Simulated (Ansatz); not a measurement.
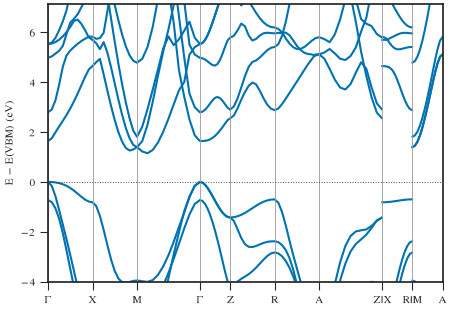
Figure. Band structure from the program Ansatz at the PBEsol level (PAW)

### Question
Read off the gap and where the band edges lie.

### Answer
About 1.1 eV (1.15 eV by a search for the band edges); maximum at Γ, minimum on the M–Γ line, 15 % of the way from M.

### Question
Which of these materials gives this?
A. SiGe3, P-4m2 (Si on 1a, Ge on 2g, Ge on 1c)
B. SiC3, P-4m2 (C on 1a, C on 2g, Si on 1c)
C. YSiNO2, P4/mmm (Y on 1b, Si on 1c, N on 1d, O on 2f)
D. Si3Ge, P-4m2 (Si on 2g, Si on 1a, Ge on 1c)

### Answer
B, SiC3, P-4m2 (C on 1a, C on 2g, Si on 1c)

The start of the workflow was typed in or built on a structure type; neither database checked (COD, Materials Project) lists it. Its standing as an ambient phase is unchecked. Symmetry was held in the PBEsol relaxation; its stability against distortions is not shown here. Its formation energy is positive at this level, so the cell may be metastable or incomplete.

Potentials: the earlier of the program's two PAW sets. The files were generated under PBE; for other functionals the program regenerates the frozen cores, and for LDA and PBEsol the local potential too.
